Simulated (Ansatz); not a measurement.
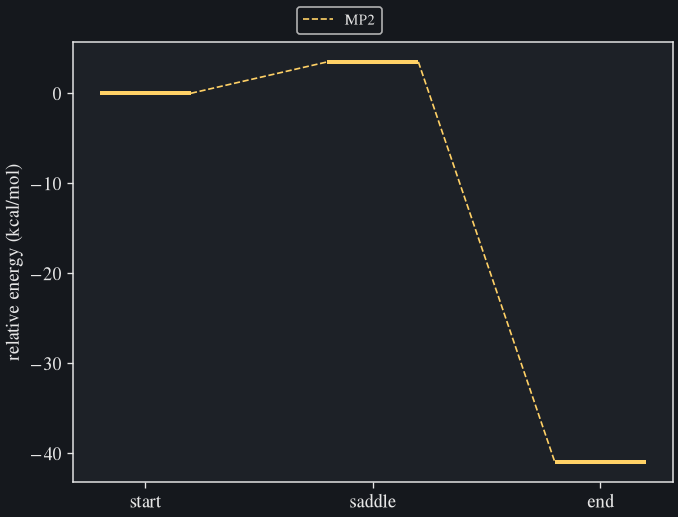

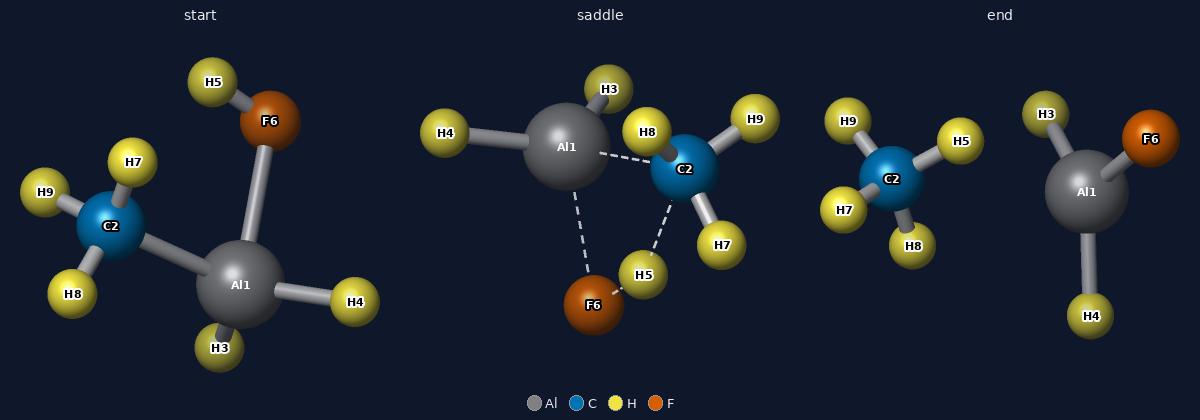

One elementary step of CH₆AlF, singlet: start, first-order saddle point (changing pairs dashed) and end. Electronic energies at PBE0-D4/def2-TZVP geometries, energies in def2-TZVPP, the Ansatz code; cores frozen in correlated methods, no zero-point terms. Start and end are the structures at the ends of the path (complexes, where there are several molecules). Lines between the levels only guide the eye.

In the step C2–H5 (2.51 → 1.63 → 1.10 Å) forms; Al1–C2 (1.97 → 2.06 → 2.78 Å) and H5–F6 (0.93 → 1.04 → 2.45 Å) break; Al1–F6 (2.13 → 1.96 → 1.66 Å) closes from a weak contact (lengths at start, saddle and end; changes of bond order aren't listed).

> Give the barriers and step energies (kcal/mol).

```tsv
level	barrier	reverse barrier	step energy
MP2	3.5	44.5	−41.0
```
